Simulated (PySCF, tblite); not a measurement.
# C8H8BFO2: excited states

Aim: compute the excited states of C8H8BFO2 (`CB(C)C1=CC(=O)C(F)=CC1=O`).

Computed with tblite 0.8.0 and PySCF 2.14.0 and routines of our own; the level stands in each step. Atoms count from 0.

### Step 1. The starting structure

20 atoms, charge 0, multiplicity 1; geometry from: force field or distance geometry start.

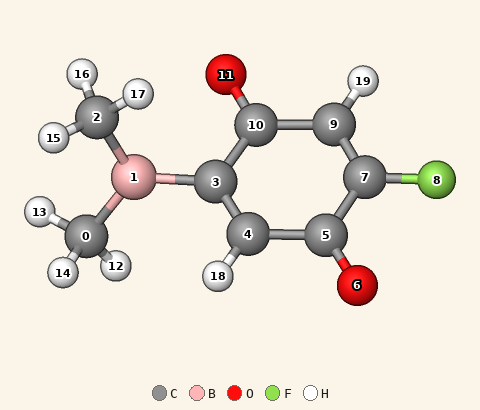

The starting geometry (carbon grey, boron pink, oxygen red, fluorine green, hydrogen white).

### Step 2. Geometry optimisation with GFN2-xTB

What the job is given:

```
{"job": {"kind": "relax", "xc": "GFN2-xTB", "basis": "xTB"}, "charge": 0, "multiplicity": 1}
C      2.394000    -1.197000    -0.248800
B      1.404900     0.052100    -0.092200
C      1.963400     1.531300    -0.338600
C     -0.144300    -0.071700    -0.005300
C     -0.877000    -0.647400    -0.936700
C     -2.347500    -0.732400    -0.800200
O     -3.053200    -1.273600    -1.711200
C     -2.952700    -0.176900     0.410900
F     -4.308100    -0.275300     0.521600
C     -2.249500     0.388600     1.372000
C     -0.782500     0.460200     1.192800
O     -0.098400     1.002700     2.109500
H      1.961500    -2.112200     0.167700
H      3.359500    -0.998700     0.284100
H      2.688800    -1.346300    -1.319600
H      2.669800     1.568400    -1.153800
H      2.376600     1.884800     0.633600
H      1.088800     2.197200    -0.536400
H     -0.400100    -1.047800    -1.830100
H     -2.699200     0.804700     2.277600
```

On the command line:

```console
$ OMP_NUM_THREADS=1 python excited_run.py task.json out
```

This one command runs all jobs of the session in turn.

The program printed:

```text
step      E/eV     max force
  0    -958.06217    4.047
  1    -958.27505    3.925
  2    -958.46163    0.674
  3    -958.49231    0.497
  4    -958.52877    0.405
  5    -958.53819    0.280
  6    -958.54805    0.255
  7    -958.55075    0.171
  8    -958.55305    0.134
  9    -958.55469    0.098
 10    -958.55578    0.104
 11    -958.55725    0.127
 12    -958.55844    0.124
 13    -958.55941    0.083
 14    -958.56040    0.102
 15    -958.56148    0.086
 16    -958.56242    0.074
 17    -958.56321    0.088
 18    -958.56407    0.090
 19    -958.56504    0.077
 20    -958.56589    0.065
 21    -958.56649    0.059
 22    -958.56699    0.056
 23    -958.56756    0.058
 24    -958.56816    0.055
 25    -958.56866    0.049
 26    -958.56904    0.047
 27    -958.56942    0.053
 28    -958.56982    0.053
 29    -958.57019    0.050
 30    -958.57050    0.041
 31    -958.57084    0.059
 32    -958.57133    0.073
 33    -958.57200    0.083
 34    -958.57280    0.088
 35    -958.57370    0.081
 36    -958.57482    0.087
 37    -958.57621    0.111
 38    -958.57754    0.095
 39    -958.57841    0.056
 40    -958.57893    0.055
 41    -958.57938    0.062
 42    -958.57985    0.094
 43    -958.58044    0.098
 44    -958.58106    0.067
 45    -958.58166    0.047
 46    -958.58203    0.048
 47    -958.58248    0.047
 48    -958.58272    0.043
 49    -958.58298    0.042
 50    -958.58331    0.050
 51    -958.58371    0.057
 52    -958.58403    0.048
 53    -958.58432    0.039
 54    -958.58456    0.036
 55    -958.58494    0.040
 56    -958.58520    0.041
 57    -958.58550    0.034
 58    -958.58578    0.040
 59    -958.58614    0.039
 60    -958.58654    0.045
 61    -958.58693    0.049
 62    -958.58725    0.043
 63    -958.58751    0.032
 64    -958.58772    0.031
 65    -958.58791    0.037
 66    -958.58810    0.036
 67    -958.58835    0.035
 68    -958.58875    0.040
 69    -958.58899    0.038
 70    -958.58922    0.036
 71    -958.58943    0.037
 72    -958.58965    0.035
 73    -958.58981    0.027
 74    -958.58991    0.019
 75    -958.58998    0.017
 76    -958.59005    0.019
 77    -958.59014    0.021
 78    -958.59022    0.025
 79    -958.59030    0.025
 80    -958.59039    0.021
 81    -958.59048    0.016
 82    -958.59054    0.018
 83    -958.59060    0.017
 84    -958.59065    0.017
 85    -958.59070    0.016
 86    -958.59073    0.012
 87    -958.59075    0.010
 88    -958.59077    0.007
```

Run time: 1.2 s. Hardware: 1 thread of Arm Neoverse N1, shared host; peak memory 0.18 GiB.

Step by step: (not every step is listed)

| step | energy from step 0 (eV) | largest force (eV/Å) |
| --- | --- | --- |
| 0 | 0.0000 | 4.0471 |
| 1 | -0.2129 | 3.9248 |
| 2 | -0.3995 | 0.6742 |
| 3 | -0.4301 | 0.4971 |
| 4 | -0.4666 | 0.4052 |
| 5 | -0.4760 | 0.2797 |
| 6 | -0.4859 | 0.2553 |
| 7 | -0.4886 | 0.1711 |
| 8 | -0.4909 | 0.1338 |
| 15 | -0.4993 | 0.0856 |
| 22 | -0.5048 | 0.0560 |
| 29 | -0.5080 | 0.0496 |
| 36 | -0.5127 | 0.0873 |
| 43 | -0.5183 | 0.0979 |
| 50 | -0.5211 | 0.0503 |
| 57 | -0.5233 | 0.0344 |
| 64 | -0.5255 | 0.0313 |
| 71 | -0.5273 | 0.0367 |
| 78 | -0.5281 | 0.0251 |
| 83 | -0.5284 | 0.0175 |
| 84 | -0.5285 | 0.0168 |
| 85 | -0.5285 | 0.0157 |
| 86 | -0.5286 | 0.0119 |
| 87 | -0.5286 | 0.0105 |
| 88 | -0.5286 | 0.0067 |

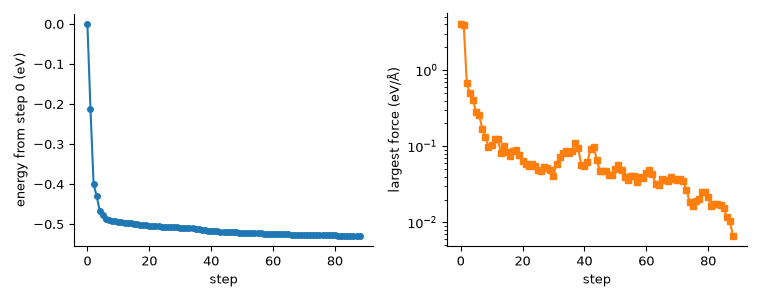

Energy and force, step by step.

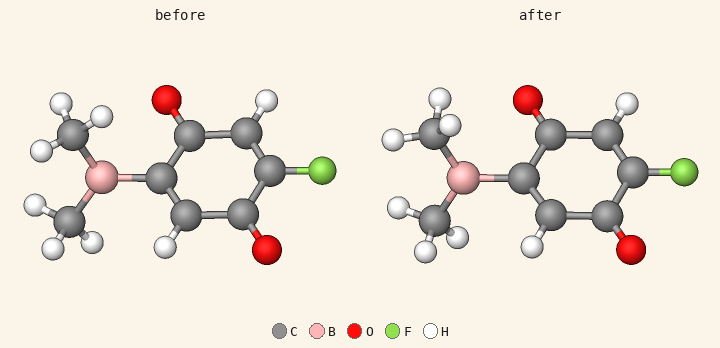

The geometry before (left) and after (right).

Close pairs (by a distance rule), those that changed most:

| bond | before (Å) | after (Å) | change (Å) |
| --- | --- | --- | --- |
| C5–O6 | 1.273 | 1.213 | -0.060 |
| C10–O11 | 1.266 | 1.215 | -0.051 |
| C0–H13 | 1.120 | 1.087 | -0.034 |
| C3–C10 | 1.458 | 1.492 | +0.034 |
| B1–C2 | 1.600 | 1.568 | -0.032 |
| C0–H14 | 1.121 | 1.091 | -0.030 |
| C0–B1 | 1.601 | 1.572 | -0.029 |
| C2–H17 | 1.117 | 1.088 | -0.029 |

The next job starts from the end point, and lists it.

### Step 3. Vibrational analysis with GFN2-xTB

What the job is given:

```
{"job": {"kind": "ir", "xc": "GFN2-xTB", "basis": "xTB"}, "charge": 0, "multiplicity": 1}
C      2.328717    -1.170327    -0.242306
B      1.418009     0.110195    -0.211784
C      2.003220     1.560159    -0.330777
C     -0.135802    -0.052122    -0.040452
C     -0.933477    -0.620243    -0.964057
C     -2.384301    -0.770833    -0.837771
O     -3.081083    -1.287138    -1.685849
C     -2.938389    -0.241640     0.439442
F     -4.257838    -0.371528     0.601152
C     -2.185529     0.326617     1.384245
C     -0.731905     0.481428     1.218465
O     -0.058389     1.022878     2.072776
H      1.902783    -2.027825     0.271914
H      3.327702    -0.993437     0.147431
H      2.453651    -1.463822    -1.285657
H      3.039987     1.602118    -0.651340
H      1.948806     1.999495     0.667044
H      1.415024     2.213034    -0.972177
H     -0.518960    -1.005523    -1.885797
H     -2.617375     0.699195     2.302463
```

The program printed:

```text
mode    cm-1     km/mol
  1     -20.0      0.67
  2      32.2      1.16
  3      41.6      2.70
  4      85.2      4.91
  5     107.5      1.29
  6     128.0      4.60
  7     149.5      2.68
  8     204.5      3.12
  9     221.4      0.77
 10     273.9      1.38
 11     346.5      1.08
 12     357.2      5.38
 13     371.6      2.78
 14     393.1     17.25
 15     432.3      0.88
 16     467.2      0.83
 17     575.7      6.61
 18     627.5     15.40
 19     657.5      2.05
 20     691.3      4.46
 21     695.0      5.70
 22     743.3      0.16
 23     796.3      4.01
 24     833.8     24.74
 25     849.8      7.55
 26     858.8    122.70
 27     873.9      2.10
 28     889.0     55.69
 29     962.0     33.44
 30    1120.1    270.84
 31    1141.3     45.93
 32    1148.0    123.16
 33    1166.6     74.50
 34    1205.5     49.96
 35    1263.2     49.42
 36    1286.6     40.95
 37    1363.0     46.08
 38    1372.9      6.87
 39    1457.1      7.48
 40    1464.5      5.29
 41    1480.8      2.12
 42    1484.8      0.64
 43    1603.2     94.28
 44    1645.9     62.71
 45    1682.4    286.50
 46    1694.4    421.12
 47    2991.4      1.75
 48    2994.0     14.25
 49    3031.3     15.32
 50    3044.4     18.26
 51    3045.4     11.30
 52    3052.7     41.48
 53    3075.3      9.98
 54    3086.3      3.17
```

It took 1.5 s on 1 thread of Arm Neoverse N1, shared host; peak memory 0.18 GiB.

Which atoms move in the most intense modes:

| cm⁻¹ | km/mol | atoms |
| --- | --- | --- |
| 859 | 122.7 | B1 22 %, H12 12 %, H14 12 %, H16 11 % |
| 1120 | 270.8 | C7 22 %, C5 21 %, C4 18 %, F8 13 % |
| 1148 | 123.2 | B1 54 % |
| 1167 | 74.5 | B1 27 %, H19 17 %, C3 14 % |
| 1603 | 94.3 | C4 46 %, C3 45 % |
| 1646 | 62.7 | C7 34 %, C9 33 %, C10 14 % |
| 1682 | 286.5 | C10 47 %, O11 33 % |
| 1694 | 421.1 | C5 50 %, O6 34 % |

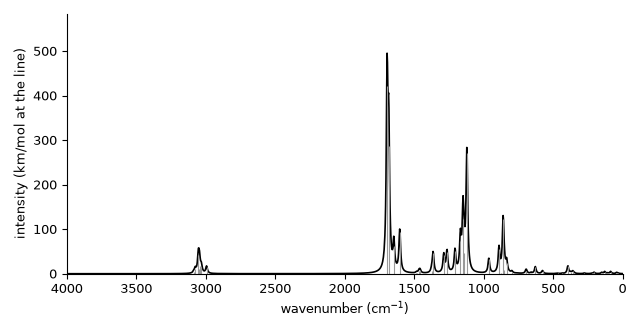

The infrared spectrum from these modes, unscaled. Lines are broadened to a width of 14 cm⁻¹ (Lorentzian).

### Step 4. Excited states: TDA PBE0/def2-SVP

The job, as its differences from that of step 3:

```diff
@@ -1,2 +1,2 @@
-{"job": {"kind": "ir", "xc": "GFN2-xTB", "basis": "xTB"}, "charge": 0, "multiplicity": 1}
+{"job": {"kind": "states", "xc": "PBE0", "basis": "def2-SVP", "tda": true, "soc": true, "nstates": 6, "ntriplets": 6, "nquad": 4}, "charge": 0, "multiplicity": 1}
 C      2.328717    -1.170327    -0.242306
```

Level: TDA PBE0/def2-SVP excited states, vertical, gas phase, spin-orbit mean-field couplings.

The program printed:

```text
coarse grid: 17992 points
cycle   1  E = -583.2914656624  dE =  2.053e+00  |g| = 1.212e+00  |ddm| = 5.301e+00
cycle   2  E = -582.1831940042  dE =  1.108e+00  |g| = 2.641e+00  |ddm| = 5.662e+00
cycle   3  E = -583.5866929516  dE = -1.403e+00  |g| = 2.380e-01  |ddm| = 4.516e+00
cycle   4  E = -583.5981111865  dE = -1.142e-02  |g| = 1.161e-01  |ddm| = 3.975e-01
cycle   5  E = -583.6008389057  dE = -2.728e-03  |g| = 3.360e-02  |ddm| = 1.644e-01
cycle   6  E = -583.6010555687  dE = -2.167e-04  |g| = 1.120e-02  |ddm| = 4.065e-02
cycle   7  E = -583.6010777200  dE = -2.215e-05  |g| = 4.285e-03  |ddm| = 1.414e-02
cycle   8  E = -583.6010809577  dE = -3.238e-06  |g| = 1.526e-03  |ddm| = 6.533e-03
final grid: 177872 points
cycle   9  E = -583.6954352788  dE = -1.381e-05  |g| = 1.551e-02  |ddm| = 4.290e-02
cycle  10  E = -583.6952813541  dE =  1.539e-04  |g| = 3.171e-02  |ddm| = 5.220e-02
cycle  11  E = -583.6954843016  dE = -2.029e-04  |g| = 3.059e-03  |ddm| = 3.910e-02
cycle  12  E = -583.6954864452  dE = -2.144e-06  |g| = 2.732e-04  |ddm| = 3.273e-03
cycle  13  E = -583.6954864525  dE = -7.270e-09  |g| = 1.932e-04  |ddm| = 5.156e-04
cycle  14  E = -583.6954864596  dE = -7.106e-09  |g| = 7.177e-05  |ddm| = 2.935e-04
cycle  15  E = -583.6954864608  dE = -1.166e-09  |g| = 2.254e-05  |ddm| = 1.108e-04
cycle  16  E = -583.6954864609  dE = -1.078e-10  |g| = 4.679e-06  |ddm| = 3.119e-05
converged SCF energy = -583.6954864609

Singlet excitations
state   eV       nm        f     d(h-e)  d(exc)  Lambda  PR(NTO)  |dmu|/D   mu/D   main configurations
  1   2.5967   477.5   0.00020   0.127   3.161   0.603   1.034    0.391    2.551   H->L 0.97
  2   2.8976   427.9   0.00008   0.251   3.134   0.646   1.048    0.382    2.297   H-2->L 0.68, H-1->L 0.28
  3   3.6042   344.0   0.00453   0.273   3.167   0.665   1.036    1.024    3.223   H-1->L 0.68, H-2->L 0.29
  4   4.7769   259.5   0.13046   1.863   3.982   0.592   1.104    6.467    8.687   H-4->L 0.48, H-3->L 0.41
  5   4.8109   257.7   0.02175   2.136   3.807   0.450   1.063                     H-5->L 0.86, H-3->L 0.08
  6   5.3138   233.3   0.10411   0.637   3.564   0.520   1.953                     H-4->L 0.39, H->L+1 0.22, H-3->L 0.19

Triplet excitations (Tamm-Dancoff)
state   eV     d(h-e)  d(exc)  Lambda  PR(NTO)   main configurations
  1   2.0874   0.255   3.049   0.600   1.070   H->L 0.93
  2   2.3685   0.385   3.016   0.643   1.096   H-2->L 0.60, H-1->L 0.33
  3   2.6204   0.464   2.856   0.659   1.055   H-1->L 0.55, H-2->L 0.30
  4   2.7177   0.513   2.893   0.774   1.093   H-3->L 0.83
  5   4.5065   1.905   3.554   0.424   1.144   H-5->L 0.75, H-4->L 0.10
  6   4.7734   2.746   4.029   0.453   1.101   H-4->L 0.76, H-5->L 0.09
S1 - T1 = 0.5094 eV

Spin-orbit couplings |<S|Hso|T>| (cm-1)
             T1       T2       T3       T4       T5       T6
S0       55.942    7.142    2.667    1.145   31.300    3.890
S1        0.176    1.162    7.569    2.684    7.040    5.003
S2        1.438    1.594   14.336   30.675    0.602   11.248
S3        7.364    2.842    0.705    1.774    2.777    0.878
S4        4.021   10.736    1.891    0.073    4.177    2.129
S5        5.530    5.836    2.331    2.762    1.728    3.101
S6        1.188   18.723    2.507    0.661    1.615    0.808
T1 sublevels (cm-1): 0.000 0.001 0.199   radiative rates (1/s): 0.932 0.249 12
```

Run time: 1.7 min. Hardware: 1 thread of Arm Neoverse N1, shared host; peak memory 0.96 GiB.

In short:

| quantity | value |
| --- | --- |
| S1 less T1 | 0.51 eV |

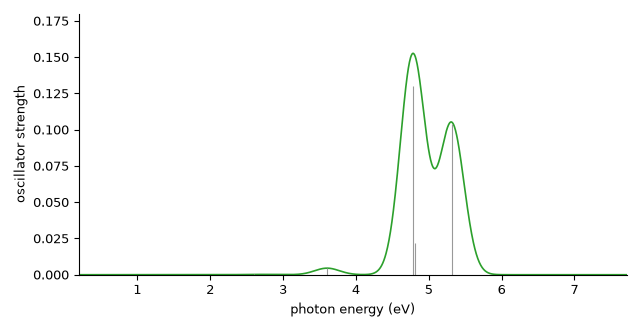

Absorption lines of the singlets. Lines are broadened to a width of 0.40 eV (Gaussian).

### Step 5. What came out

| quantity | value |
| --- | --- |
| strongest single infrared mode (GFN2-xTB) | 1694 cm⁻¹, 421 km/mol |
| zero-point energy (GFN2-xTB) | 88.0 kcal/mol |
| S1 less T1 (step 4, TDA PBE0/def2-SVP) | 0.51 eV |

The lowest mode is slightly imaginary (20i cm⁻¹), a soft motion within the noise of the Hessian, so the minimum is not strictly shown. The strongest single mode, at 1694 cm⁻¹, moves mainly C5 and O6. Unscaled tight-binding wavenumbers are off by several per cent, some by more. Its intensities can rank the bands wrongly. In step 4, the number of triplets below S1 is 2, and the largest singlet-triplet spin-orbit coupling is S0–T1, 55.94 cm⁻¹.
